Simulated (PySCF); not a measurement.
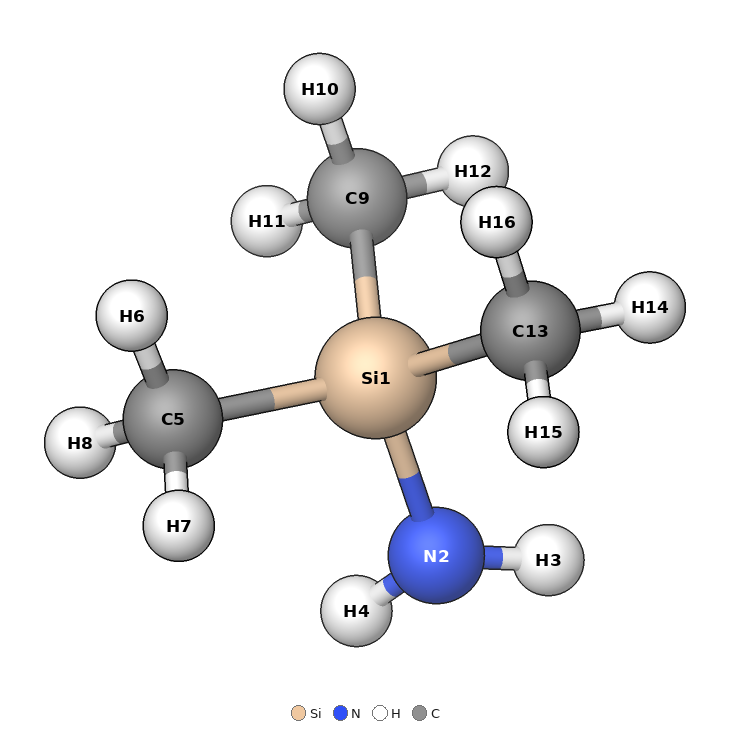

The geometry was computed by an optimisation with PBE0-D3(BJ)/def2-SVP. No frequency run is at hand to confirm it as a minimum. Method: delta-SCF UKS SCAN, pcX-2 on the ionised atom (unc-x2c-TZVPall on a metal), pcseg-1 elsewhere, spin-free X2C (PySCF 2.14.0).

Give the core-electron binding energies (to vacuum; p and d levels without spin–orbit splitting) of Si1 1s, Si1 2p, N2 1s, C5 1s.

```json
{"atom": "Si1", "level": "1s", "binding energy (eV)": "1845.9"}
{"atom": "Si1", "level": "2p", "binding energy (eV)": "106.2"}
{"atom": "N2", "level": "1s", "binding energy (eV)": "404.2"}
{"atom": "C5", "level": "1s", "binding energy (eV)": "289.8"}
```
